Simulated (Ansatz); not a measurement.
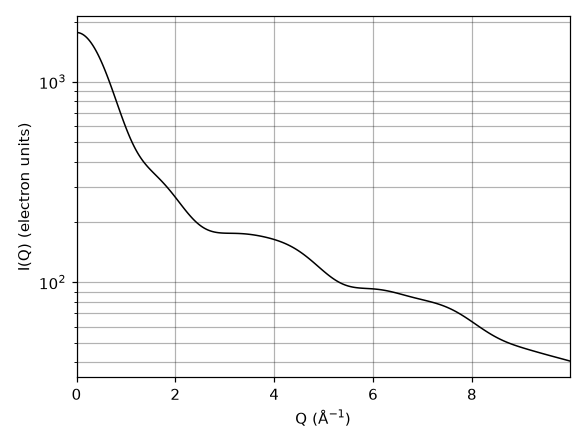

Elastic X-ray scattering of a randomly oriented, rigid molecule, calculated with the Debye equation from neutral-atom form factors (independent atoms, no Compton part, no vibration). The geometry is the end point of an optimisation (RKS r2SCANh/6-31G* (Ansatz 0.2.0)); it may be a saddle point or a higher isomer. It contains Si, C, S, H.

How many electrons does the independent-atom model of the molecule hold?

I(0) is the square of the electron number: I(0) = 1760, so about 42 electrons, the count of CH6SSi.

What radius of gyration does the initial fall-off give?

From I(Q) ≈ I(0) exp(−Q²R²/3) at small Q, R ≈ 2.04 Å. It is larger than the electron-weighted radius of the nuclear positions alone (1.89 Å), because each atom's electron cloud adds to it.
